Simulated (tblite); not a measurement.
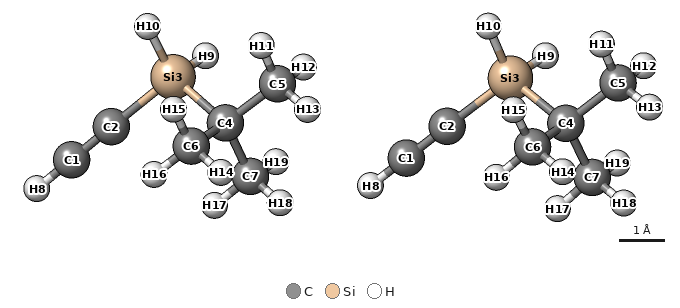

Two geometries of C6H12Si, drawn at one scale. One is the start of a relaxation, the other its converged end. The picture is a ball-and-stick view, seen at a tilt.

The calculation used tblite, GFN2-xTB geometry optimisation, gas phase. 

Which of the two is the end point?

The left one is the relaxed one. The energy falls by 2.44 kcal/mol in 44 geometry steps. The atom that moves furthest after the best rigid fit is H8 (0.20 Å). Largest moves by element: H 0.20 Å, C 0.16 Å, Si 0.07 Å. Some distances before and after: Si3–C4 1.981 → 1.920 Å, C4–C7 1.551 → 1.529 Å, Si3–H10 1.488 → 1.468 Å, Si3–H9 1.484 → 1.468 Å. Bond angles that change, for instance: C2–Si3–C4 111.0° → 107.6°, C4–Si3–H10 107.0° → 110.2°, H9–Si3–H10 108.7° → 111.1°.
